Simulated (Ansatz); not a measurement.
# Lattice dynamics of Sn2C (model cell, started as cuprite)

Wanted: phonon frequencies of Sn2C (model cell, started as cuprite) and what follows from them.

Method: DFT PBEsol, scalar-relativistic, plane waves, PAW, in Ansatz 0.2.0.

The structure was built from a prototype and need not be the compound's stable phase.

## (1) The starting structure

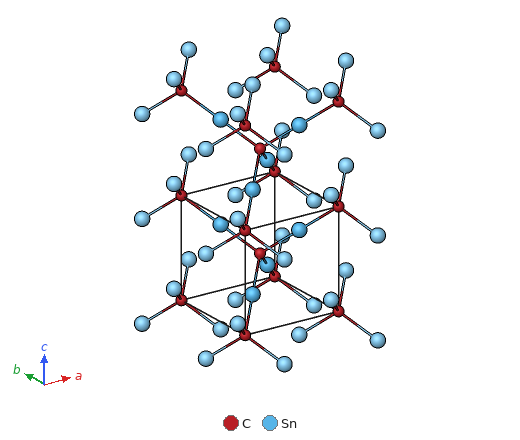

Start, viewed from a free direction; carbon red, tin blue. 1×1×2 cells are drawn. Some periodic images of atoms are drawn too.

## (2) Relaxation

The cell and atoms are relaxed, since residual forces and stress would shift the frequencies.

Contents of input.yaml:

```yaml
crystal:
  lattice:
    - [5.28391, 0.0, 0.0]
    - [0.0, 5.28391, 0.0]
    - [0.0, 0.0, 5.28391]
  atoms:
    - { symbol: C, position: [0.0, 0.0, 0.0] }
    - { symbol: C, position: [0.5, 0.5, 0.5] }
    - { symbol: Sn, position: [0.25, 0.25, 0.25] }
    - { symbol: Sn, position: [0.75, 0.75, 0.25] }
    - { symbol: Sn, position: [0.75, 0.25, 0.75] }
    - { symbol: Sn, position: [0.25, 0.75, 0.75] }
kpoints:
  mp_grid: { grid: [8, 8, 8] }
hamiltonian:
  xc: pbesol
scf:
  occupations: { method: gaussian, width: 0.1 }
output:
  forces: true
  stress: true
  eigenvalues: true
relax:
  adjacent_minimum: "off"
  f_tol: 0.005
  max_steps: 80
  cell: { stress_tol: 0.05 }
```

On the command line:

```bash
> ansatz run input.yaml --threads 8 --pin off --max-ram 14336MiB --backend cpu --events-out ev --progress --plain --runs-dir out
```

Numbers of over 12 decimals in the logs are rounded to 6 here.

The log of the run:

```text
Engine: ansatz 0.2.0, aarch64-unknown-linux-gnu
Pseudopotentials: kind: paw
Pseudopotential: C, paw, valence charge 4, recommended cutoff 420 eV (normal), C.paw.azcp
Pseudopotential: Sn, paw, valence charge 14, recommended cutoff 420 eV (normal), Sn.paw.azcp
Functional definition: PBEsol
  exchange = pbesol_x
  correlation = pbesol_c
Crystal: 6 atoms, lattice volume = 147.525 Å³
Basis set: ecut = 420 eV, 2897 PW (Γ), exchange–correlation on 72×72×72 points (8 copies of the dense FFT grid, shifted against one another)
Bands: 39, of which v1, the nominal top of the filled ones, is band 32 counted from 1 (31 counted from 0)
Symmetry: 48 space group operations
Space group: Pn-3m (ITA 224), of the structure as read, at distance tolerance 5.3e-5 Å
k-points: 35 of 512
Non-local potential: C, projectors of the file, l = 0: 2, l = 1: 2, l = 2: 1
Non-local potential: Sn, projectors of the file, l = 0: 2, l = 1: 2, l = 2: 2, l = 3: 2
PAW form: soft (Blöchl's): semilocal exchange-correlation on the pseudo side does not see the compensation charge
PAW frozen core: C, regenerated for the run's functional, and the local potential with it (the file was generated under x = pbe(κ = 0.804, μ = 0.219515), c = pbe(β = 0.066725))
PAW frozen core: Sn, regenerated for the run's functional, and the local potential with it (the file was generated under x = pbe(κ = 0.804, μ = 0.219515), c = pbe(β = 0.066725))
PAW one-centre angular grid: C, 110 points (default); XC on 64 Gauss nodes
PAW one-centre angular grid: Sn, 590 points (default); XC on 64 Gauss nodes
Initial density: superposition of atomic densities (neutral atoms: chi_scale 0, normalization atom), corrected by the library's trained network
Initial wavefunctions: pseudopotential atomic-orbital guess
Functional: x = pbesol(κ = 0.804, μ = 0.123457), c = pbesol(β = 0.046)
SCF iter   1: F=—  HF=-24284.859584 eV  |F-HF|=—  |Δ(HF+E_count)|=         —  Δρ=1.27e-2  dr2=4.49e-1  ethr=1.77e-3  ⟨swp⟩=8.3  Hψ=5988  notcnv=0
preconditioner: auto → Kerker (q_TF=auto, 2.374 Å⁻¹)  [metal: Δε(μ)=0.012 eV  Ē_g=17.256 eV  σ=0.100 eV  W_gap=0.07  n_scr=26 (ndim 8)  ℏωp=24.5 eV  f_vac=0.000  D(μ)=4.70/eV (n_scr^D=32)]
SCF iter   2: F=—  HF=-24284.781140 eV  |F-HF|=—  |Δ(HF+E_count)|=   7.84e-2  Δρ=5.36e-3  dr2=9.24e-2  ethr=7.02e-4  ⟨swp⟩=2.0  Hψ=1831  notcnv=0  defer=21
SCF iter   3: F=—  HF=-24284.762876 eV  |F-HF|=—  |Δ(HF+E_count)|=   1.83e-2  Δρ=1.08e-3  dr2=1.75e-3  ethr=1.44e-4  ⟨swp⟩=2.0  Hψ=1793  notcnv=0  defer=21
SCF iter   4: F=—  HF=-24284.762793 eV  |F-HF|=—  |Δ(HF+E_count)|=   8.28e-5  Δρ=3.80e-4  dr2=2.60e-4  ethr=2.73e-6  ⟨swp⟩=2.0  Hψ=2410  notcnv=0  defer=21
SCF iter   5: F=—  HF=-24284.762673 eV  |F-HF|=—  |Δ(HF+E_count)|=   1.20e-4  Δρ=1.57e-4  dr2=3.52e-5  ethr=4.07e-7  ⟨swp⟩=2.1  Hψ=2402  notcnv=0  defer=21
SCF iter   6: F=—  HF=-24284.762702 eV  |F-HF|=—  |Δ(HF+E_count)|=   2.87e-5  Δρ=3.47e-5  dr2=1.14e-6  ethr=5.50e-8  ⟨swp⟩=2.0  Hψ=2461  notcnv=0  defer=38
SCF iter   7: F=-24284.762701 eV  HF=-24284.762701 eV  |F-HF|=2.80e-8  |Δ(HF+E_count)|=   8.03e-7  Δρ=5.98e-6  dr2=6.45e-8  ethr=1.56e-10  ⟨swp⟩=11.6  Hψ=6703  notcnv=0
SCF 1 converged in 7 iterations: F = -24284.762701 eV  dr2 = 6.45e-8
  greatest PAW one-centre occupation: 0.992 electrons in one spin orbital (limit 2), on the Sn atom at site 2 (counted from 0), in its partial waves of l = 2
relax step   1: F+E_penalty+E_count = -24284.76270068 eV  Δ(F+E_penalty+E_count) = +0.000e0 eV  max|allowed force component| = 3.855e-19 eV/Å  Δτ_max = 0.0000 Å  P = -7.331 GPa  Ω = 147.525 Å³  (7 SCF iters, dr2 threshold 1.00e-7 eV, accepted)
Crystal: 6 atoms, lattice volume = 126.984 Å³
Basis set: ecut = 420 eV, 2517 PW (Γ), exchange–correlation on 72×72×72 points (8 copies of the dense FFT grid, shifted against one another)
Initial density: handed on by an earlier stage of this run
Initial wavefunctions: those handed on with the density
iter 1 solved again at ethr=9.04e-4 eV; its pass at ethr=3.10e-3 eV (dr2=5.79e-1 eV) is discarded
SCF iter   1: F=—  HF=-24285.464340 eV  |F-HF|=—  |Δ(HF+E_count)|=         —  Δρ=1.69e-2  dr2=5.86e-1  ethr=9.04e-4  ⟨swp⟩=1.0  Hψ=7622  notcnv=0
preconditioner: auto → Kerker (q_TF=auto, 2.434 Å⁻¹)  [metal: Δε(μ)=0.041 eV  Ē_g=17.716 eV  σ=0.100 eV  W_gap=0.22  n_scr=26 (ndim 8)  ℏωp=26.4 eV  f_vac=0.000  D(μ)=4.16/eV (n_scr^D=26)]
SCF iter   2: F=—  HF=-24285.364501 eV  |F-HF|=—  |Δ(HF+E_count)|=   9.98e-2  Δρ=7.85e-3  dr2=1.37e-1  ethr=9.04e-4  ⟨swp⟩=2.0  Hψ=1712  notcnv=0
SCF iter   3: F=—  HF=-24285.335700 eV  |F-HF|=—  |Δ(HF+E_count)|=   2.88e-2  Δρ=1.10e-3  dr2=1.29e-3  ethr=2.14e-4  ⟨swp⟩=2.0  Hψ=1930  notcnv=0
SCF iter   4: F=—  HF=-24285.335648 eV  |F-HF|=—  |Δ(HF+E_count)|=   5.12e-5  Δρ=2.35e-4  dr2=1.24e-4  ethr=2.02e-6  ⟨swp⟩=2.0  Hψ=1887  notcnv=0  defer=2
SCF iter   5: F=—  HF=-24285.335652 eV  |F-HF|=—  |Δ(HF+E_count)|=   3.47e-6  Δρ=7.53e-5  dr2=1.04e-5  ethr=1.94e-7  ⟨swp⟩=2.1  Hψ=1726  notcnv=0  defer=2
SCF iter   6: F=—  HF=-24285.335653 eV  |F-HF|=—  |Δ(HF+E_count)|=   1.15e-6  Δρ=1.98e-5  dr2=9.27e-7  ethr=1.62e-8  ⟨swp⟩=2.3  Hψ=1899  notcnv=0  defer=2
SCF iter   7: F=-24285.335653 eV  HF=-24285.335653 eV  |F-HF|=8.36e-9  |Δ(HF+E_count)|=   1.58e-7  Δρ=3.93e-6  dr2=1.76e-8  ethr=9.37e-10  ⟨swp⟩=8.7  Hψ=5767  notcnv=0
SCF 2 converged in 7 iterations: F = -24285.335653 eV  dr2 = 1.76e-8
  greatest PAW one-centre occupation: 0.992 electrons in one spin orbital (limit 2), on the Sn atom at site 4 (counted from 0), in its partial waves of l = 2
relax step   2: F+E_penalty+E_count = -24285.33565273 eV  Δ(F+E_penalty+E_count) = -5.730e-1 eV  max|allowed force component| = 1.018e-16 eV/Å  Δτ_max = 0.0000 Å  P = -0.152 GPa  Ω = 126.984 Å³  energy of the carried Pulay correction = +1.432e-2 eV  (7 SCF iters, dr2 threshold 6.00e-7 eV, accepted)
Crystal: 6 atoms, lattice volume = 126.612 Å³
iter 1 solved again at ethr=4.17e-7 eV; its pass at ethr=3.10e-3 eV (dr2=2.67e-4 eV) is discarded
SCF iter   1: F=—  HF=-24285.336116 eV  |F-HF|=—  |Δ(HF+E_count)|=         —  Δρ=3.94e-4  dr2=3.25e-4  ethr=4.17e-7  ⟨swp⟩=2.1  Hψ=6521  notcnv=0
preconditioner: auto → Kerker (q_TF=auto, 2.435 Å⁻¹)  [metal: Δε(μ)=0.015 eV  Ē_g=17.826 eV  σ=0.100 eV  W_gap=0.08  n_scr=26 (ndim 8)  ℏωp=26.4 eV  f_vac=0.000  D(μ)=4.23/eV (n_scr^D=26)]
SCF iter   2: F=—  HF=-24285.336059 eV  |F-HF|=—  |Δ(HF+E_count)|=   5.69e-5  Δρ=1.76e-4  dr2=7.10e-5  ethr=4.17e-7  ⟨swp⟩=2.0  Hψ=1529  notcnv=0
SCF iter   3: F=—  HF=-24285.336044 eV  |F-HF|=—  |Δ(HF+E_count)|=   1.53e-5  Δρ=2.51e-5  dr2=9.53e-7  ethr=1.11e-7  ⟨swp⟩=2.0  Hψ=1681  notcnv=0
SCF iter   4: F=—  HF=-24285.336044 eV  |F-HF|=—  |Δ(HF+E_count)|=   1.31e-7  Δρ=7.42e-6  dr2=8.69e-8  ethr=1.49e-9  ⟨swp⟩=2.0  Hψ=1802  notcnv=0
iter 5 did not close the SCF: its close was put off for the readings that it lacked (scf_convergence_deferred on its scf_iter line)
SCF iter   5: F=-24285.336044 eV  HF=-24285.336044 eV  |F-HF|=4.95e-10  |Δ(HF+E_count)|=   1.37e-8  Δρ=2.45e-6  dr2=1.16e-8  ethr=1.36e-10  ⟨swp⟩=2.9  Hψ=2590  notcnv=0
SCF iter   6: F=-24285.336044 eV  HF=-24285.336044 eV  |F-HF|=1.64e-10  |Δ(HF+E_count)|=   1.41e-9  Δρ=6.75e-7  dr2=4.37e-10  ethr=1.81e-11  ⟨swp⟩=2.8  Hψ=4281  notcnv=0
SCF 3 converged in 6 iterations: F = -24285.336044 eV  dr2 = 4.37e-10
  greatest PAW one-centre occupation: 0.992 electrons in one spin orbital (limit 2), on the Sn atom at site 3 (counted from 0), in its partial waves of l = 2
relax step   3: F+E_penalty+E_count = -24285.33604397 eV  Δ(F+E_penalty+E_count) = -3.912e-4 eV  max|allowed force component| = 8.211e-17 eV/Å  Δτ_max = 0.0000 Å  P = +0.057 GPa  Ω = 126.612 Å³  energy of the carried Pulay correction = +1.460e-2 eV  (6 SCF iters, dr2 threshold 5.76e-8 eV, accepted)
[...]
relax step   4: F+E_penalty+E_count = -24285.33598587 eV  Δ(F+E_penalty+E_count) = +5.811e-5 eV  max|allowed force component| = 3.277e-17 eV/Å  Δτ_max = 0.0000 Å  P = -0.000 GPa  Ω = 126.713 Å³  energy of the carried Pulay correction = +1.453e-2 eV  (6 SCF iters, dr2 threshold 7.99e-9 eV, accepted)
[...]
relax step   5: F+E_penalty+E_count = -24285.32528055 eV  Δ(F+E_penalty+E_count) = +1.071e-2 eV  max|allowed force component| = 2.891e-17 eV/Å  Δτ_max = 0.0000 Å  P = -0.061 GPa  Ω = 126.713 Å³  stress off target by 6.11e-2 GPa  SCF on the basis re-selected at this cell (its energy is not comparable with the rows above)  (6 SCF iters)
[...]
relax step   6: F+E_penalty+E_count = -24285.32540625 eV  Δ(F+E_penalty+E_count) = -1.257e-4 eV  max|allowed force component| = 6.476e-17 eV/Å  Δτ_max = 0.0000 Å  P = +0.000 GPa  Ω = 126.604 Å³  energy of the carried Pulay correction = +1.051e-4 eV  (6 SCF iters, dr2 threshold 9.32e-9 eV, accepted)
iter 1 solved again at ethr=2.15e-7 eV; its pass at ethr=3.10e-3 eV (dr2=1.37e-4 eV) is discarded
SCF iter   1: F=—  HF=-24285.325295 eV  |F-HF|=—  |Δ(HF+E_count)|=         —  Δρ=2.44e-6  dr2=1.44e-9  ethr=2.15e-7  ⟨swp⟩=3.3  Hψ=9320  notcnv=0
eigensolver tolerance schedule: the retry pair's looser diagonalisation over-reported the residual by 95336.11 of it (diagonalisation noise at an unbounded share of the residual, at the tolerance the schedule requests for it); recorded, not acted on — ethr = c·dr2/N_el stays at c = 1.0e-1
SCF iter   2: F=—  HF=-24285.325297 eV  |F-HF|=—  |Δ(HF+E_count)|=   1.58e-6  Δρ=1.33e-6  dr2=5.90e-10  ethr=2.25e-12  ⟨swp⟩=4.1  Hψ=3938  notcnv=0
iter 3 did not close the SCF: its close was put off for the readings that it lacked (scf_convergence_deferred on its scf_iter line)
SCF iter   3: F=-24285.325297 eV  HF=-24285.325297 eV  |F-HF|=2.18e-11  |Δ(HF+E_count)|=  3.53e-10  Δρ=3.72e-7  dr2=3.33e-11  ethr=1.00e-12  ⟨swp⟩=2.0  Hψ=2376  notcnv=0
iter 4 did not close the SCF: its close was put off for the readings that it lacked (scf_convergence_deferred on its scf_iter line)
SCF iter   4: F=-24285.325297 eV  HF=-24285.325297 eV  |F-HF|=1.46e-11  |Δ(HF+E_count)|=  2.91e-11  Δρ=1.12e-7  dr2=9.25e-12  ethr=1.00e-12  ⟨swp⟩=1.0  Hψ=1365  notcnv=0
iter 5 did not close the SCF: its close was put off for the readings that it lacked (scf_convergence_deferred on its scf_iter line)
SCF iter   5: F=-24285.325297 eV  HF=-24285.325297 eV  |F-HF|=3.64e-12  |Δ(HF+E_count)|=  3.64e-12  Δρ=3.38e-8  dr2=1.04e-12  ethr=1.00e-12  ⟨swp⟩=1.0  Hψ=1365  notcnv=0
iter 6 did not close the SCF: its close was put off for the readings that it lacked (scf_convergence_deferred on its scf_iter line)
SCF iter   6: F=-24285.325297 eV  HF=-24285.325297 eV  |F-HF|=3.64e-12  |Δ(HF+E_count)|=  1.09e-11  Δρ=1.59e-8  dr2=2.45e-13  ethr=1.00e-12  ⟨swp⟩=1.0  Hψ=1365  notcnv=0
SCF iter   7: F=-24285.325297 eV  HF=-24285.325297 eV  |F-HF|=1.09e-11  |Δ(HF+E_count)|=  1.46e-11  Δρ=2.23e-9  dr2=1.02e-14  ethr=1.00e-12  ⟨swp⟩=2.4  Hψ=3462  notcnv=0
SCF 7 converged in 7 iterations: F = -24285.325297 eV  dr2 = 1.02e-14
relax step   7: F+E_penalty+E_count = -24285.32529678 eV  Δ(F+E_penalty+E_count) = +1.095e-4 eV  max|allowed force component| = 6.862e-17 eV/Å  Δτ_max = 0.0000 Å  P = -0.000 GPa  Ω = 126.604 Å³  stress off target by 2.18e-4 GPa  SCF on the basis re-selected at this cell (its energy is not comparable with the rows above)  (7 SCF iters)
basis re-selected at this cell: Δ(F+E_penalty+E_count) = +1.095e-4 eV, ΔP = -0.000 GPa vs the last step (what re-selecting the basis moved, of the pressure what is left beyond the Pulay correction that the steps carried, after the strain that the cell walked since its last selection, with what the two solves' SCF thresholds leave and, on support functions, any second-order correction that the steps lacked; it is no m [...]
SCF converged after 7 iterations
Free energy (F): -24285.325297 eV
Harris-Foulkes:  -24285.325297 eV  (|F-HF|=1.09e-11)
Internal energy: -24285.304158 eV  (E = F + TS)
E sigma→0 (E₀):  -24285.314727 eV
Entropy (-TS):   -0.021139 eV (-3.523 meV/atom)
Fermi energy:    10.061403 eV
--- Per-component energies (eV) ---
  E_band       = -346.261854
  E_kinetic    = 916.866669
  E_local      = -3736.021428  (includes V_loc(G=0)·N_el)
  E_nonlocal   = -64.267961
  E_hartree    = 2239.337159
  E_xc         = -1607.642918
  E_vxc        = -500.686147  (∫ρ·V_xc dr)
  E_paw        = -16456.168115  (= ΣΔE_a)
  E_vpaw       = -1440.827314  (= ΣTr[D̂ρ^β])
  E_aug_tail   = 0.000007  (compensation charges beyond the density's cutoff)
  E_ewald      = -5578.589130
  E_core_change = 1.181560  (= ΣΔE_core)
  E_smearing   = -0.021139  (= −TS)
  E_closure    = -0.000000  (closes the sum)
  Σ components = -24285.325297   (vs F -24285.325297, Δ=0.00e0)
--- Forces (eV/Å), atoms counted from 1 ---
  atom   1  C     -0.00000000     0.00000000     0.00000000
  atom   2  C      0.00000000    -0.00000000    -0.00000000
  atom   3  Sn     0.00000000    -0.00000000     0.00000000
  atom   4  Sn     0.00000000    -0.00000000     0.00000000
  atom   5  Sn    -0.00000000     0.00000000     0.00000000
  atom   6  Sn     0.00000000    -0.00000000    -0.00000000
  max |Σ_I F_I| component: 4.63e-18 eV/Å
--- Stress (GPa, compression-positive) ---
       -0.000218      -0.000000       0.000000
       -0.000000      -0.000218      -0.000000
        0.000000      -0.000000      -0.000218
  P = ⅓ Tr σ = -0.0002 GPa (-0.002 kbar)
--- Band table (eV; the first three rows and the last of 35) ---
  k-point 0: bands = [... 28 lower, 6.0866, 6.8093, 6.8093, 11.7989, 11.7989, 11.7989, 12.1478, 12.1478, ... 3 higher]
  k-point 1: bands = [... 28 lower, 6.9147, 7.0205, 7.2341, 11.2818, 11.2818, 11.2875, 12.0018, 12.5008, ... 3 higher]
  k-point 2: bands = [... 28 lower, 7.2286, 7.9958, 8.2670, 10.3065, 10.8278, 10.8278, 11.5663, 12.3182, ... 3 higher]
  k-point 34: bands = [... 28 lower, 9.6040, 9.6040, 9.6040, 10.1778, 11.2971, 11.2971, 11.2971, 14.1122, ... 3 higher]
--- Relaxed structure (5 steps of the walk, 5 accepted, 2 SCFs on fresh bases) ---
  F+E_penalty+E_count = -24285.32529678 eV   max|allowed force component| = 6.862e-17 eV/Å   (the final SCF, on the basis selected at the relaxed cell)
  cell:  # Å, volume = 126.6045 Å³
    - [5.021302, 0, 0]
    - [0, 5.021302, 0]
    - [0, 0, 5.021302]
  atoms:
    - { symbol: C, position: [0, 0, 0] }
    - { symbol: C, position: [0.5, 0.5, 0.5] }
    - { symbol: Sn, position: [0.25, 0.25, 0.25] }
    - { symbol: Sn, position: [0.75, 0.75, 0.25] }
    - { symbol: Sn, position: [0.75, 0.25, 0.75] }
    - { symbol: Sn, position: [0.25, 0.75, 0.75] }
```

It took 9.2 s on 8 threads of Arm Neoverse V2, shared host; peak memory 0.69 GiB.

Relaxation path:

```csv
step,energy less that of the first step (eV),largest force component (eV/Å),pressure (GPa),volume (Å³)
1,0.0000,0.0000,-7.33,147.53
2,-0.5730,0.0000,-0.15,126.98
3,-0.5733,0.0000,0.06,126.61
4,-0.5733,0.0000,0.00,126.71
5*,-0.5626,0.0000,-0.06,126.71
6,-0.5627,0.0000,0.00,126.60
7*,-0.5626,0.0000,0.00,126.60
```

Relaxation steps marked * repeat the geometry before them on a plane-wave basis chosen anew for their cell, so energy and pressure can jump there.

The run keeps the 48 symmetry operations that it works with, so distortions that break them were not tested.

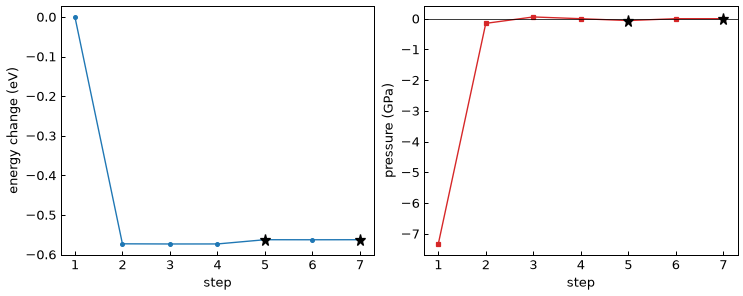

Energy and pressure along the relaxation. Stars mark steps on a basis chosen anew.

```csv
"conventional cell, symmetrised",before,after,change
a (Å),5.284,5.021,-5.0 %
b (Å),5.284,5.021,-5.0 %
c (Å),5.284,5.021,-5.0 %
volume (Å³/atom),24.59,21.10,-14.2 %
```

Final coordinates:

```cif
data_structure
_symmetry_space_group_name_H-M 'P 1'
_symmetry_Int_Tables_number 1
_cell_length_a 5.0213
_cell_length_b 5.0213
_cell_length_c 5.0213
_cell_angle_alpha 90.000
_cell_angle_beta 90.000
_cell_angle_gamma 90.000
_cell_volume 126.60
loop_
_atom_site_label
_atom_site_type_symbol
_atom_site_fract_x
_atom_site_fract_y
_atom_site_fract_z
_atom_site_occupancy
C1 C 0.00000 0.00000 0.00000 1
C2 C 0.50000 0.50000 0.50000 1
Sn3 Sn 0.25000 0.25000 0.25000 1
Sn4 Sn 0.75000 0.75000 0.25000 1
Sn5 Sn 0.75000 0.25000 0.75000 1
Sn6 Sn 0.25000 0.75000 0.75000 1
```

Numbers from this step:

| Item | Value |
| --- | --- |
| pressure | -2.18e-4 GPa |
| volume per atom | 21.10 Å³ |
| gap on the k-mesh | 0 eV |

In this step the volume went from 24.59 to 21.10 Å³/atom.

## (3) Bringing the structure to rest

The relaxation is repeated from its end on the same settings, as a check that it has come to rest.

Edit input.yaml of step 2 so:

```diff
@@ -2,5 +2,5 @@
   lattice:
-    - [5.28391, 0.0, 0.0]
-    - [0.0, 5.28391, 0.0]
-    - [0.0, 0.0, 5.28391]
+    - [5.0213021337, 0.0, 0.0]
+    - [0.0, 5.0213021337, 0.0]
+    - [0.0, 0.0, 5.0213021337]
   atoms:
@@ -22,2 +22,6 @@
   eigenvalues: true
+  write_density: true
+  write_potential: true
+  elf: true
+  volumetric_format: npy
 relax:
```

The log of the run:

```text
[...]
Crystal: 6 atoms, lattice volume = 126.604 Å³
Basis set: ecut = 420 eV, 2517 PW (Γ), exchange–correlation on 72×72×72 points (8 copies of the dense FFT grid, shifted against one another)
Bands: 39, of which v1, the nominal top of the filled ones, is band 32 counted from 1 (31 counted from 0)
Symmetry: 48 space group operations
[...]
k-points: 35 of 512
[...]
cell:  # Å, volume = 126.6045 Å³
    - [5.0213021337, 0.0, 0.0]
    - [0.0, 5.0213021337, 0.0]
    - [0.0, 0.0, 5.0213021337]
  atoms:
    - { symbol: C, position: [0.0, 0.0, 0.0] }
    - { symbol: C, position: [0.500000, 0.500000, 0.500000] }
    - { symbol: Sn, position: [0.250000, 0.250000, 0.250000] }
    - { symbol: Sn, position: [0.750000, 0.750000, 0.250000] }
    - { symbol: Sn, position: [0.750000, 0.250000, 0.750000] }
    - { symbol: Sn, position: [0.250000, 0.750000, 0.750000] }
[key lines of the parts left out:]
SCF converged after 6 iterations
Free energy (F): -24285.325297 eV
Fermi energy:    10.061403 eV
P = ⅓ Tr σ = -0.0002 GPa (-0.002 kbar)
```

The job ended after 3 s (8 threads; peak memory 0.65 GiB; 22 s of CPU time).

Little changed from the start: no atom moved by 0.005 Å and no cell edge by 0.1 %.

Numbers from this step:

```yaml
pressure: -2.14e-4 GPa
```

In this step the volume went from 21.10 to 21.10 Å³/atom.

## (4) Tight relaxation

Phonons need a cell at rest on their own settings, so the relaxation is repeated with tight tolerances on forces and stress, using the mesh and the filling of the phonon run that follows.

input.yaml, the sections that differ from step 3:

```yaml
scf:
  occupations: { method: methfessel_paxton, width: 0.2 }
output:
  forces: true
  stress: true
  eigenvalues: true
relax:
  adjacent_minimum: "off"
  f_tol: 0.001
  max_steps: 60
  cell: { stress_tol: 0.01 }
# crystal, kpoints, hamiltonian: as in step 3
```

The log of the run:

```text
[...]
Crystal: 6 atoms, lattice volume = 126.604 Å³
Basis set: ecut = 420 eV, 2517 PW (Γ), exchange–correlation on 72×72×72 points (8 copies of the dense FFT grid, shifted against one another)
Bands: 39, of which v1, the nominal top of the filled ones, is band 32 counted from 1 (31 counted from 0)
Symmetry: 48 space group operations
[...]
k-points: 35 of 512
[...]
cell:  # Å, volume = 126.6045 Å³
    - [5.0213021337, 0.0, 0.0]
    - [0.0, 5.0213021337, 0.0]
    - [0.0, 0.0, 5.0213021337]
  atoms:
    - { symbol: C, position: [0.0, 0.0, 0.0] }
    - { symbol: C, position: [0.500000, 0.500000, 0.500000] }
    - { symbol: Sn, position: [0.250000, 0.250000, 0.250000] }
    - { symbol: Sn, position: [0.750000, 0.750000, 0.250000] }
    - { symbol: Sn, position: [0.750000, 0.250000, 0.750000] }
    - { symbol: Sn, position: [0.250000, 0.750000, 0.750000] }
[key lines of the parts left out:]
SCF converged after 6 iterations
Free energy (F): -24285.319558 eV
Fermi energy:    10.063990 eV
P = ⅓ Tr σ = 0.0012 GPa (0.012 kbar)
```

Wall time 2.8 s (8 threads); peak memory 0.65 GiB; 20 s of CPU time.

Little changed from the start: no atom moved by 0.005 Å and no cell edge by 0.1 %.

This step gave:

* pressure: 0.001239 GPa

The forces vanish by symmetry and the pressure is 0.001 GPa, within the tolerances set. The cell now holds 21.10 Å³/atom.

[end of part 1 of 2]

[Logs are printed without paths, hosts, clocks, repeated set-up lines and the standing remarks that a program may print on its own settings, such as how far it seeks lower states.]

[Hosts, paths, dates, database ids (printed as entryN), source tags and the programs' standing remarks are cut or masked in the printed files.]
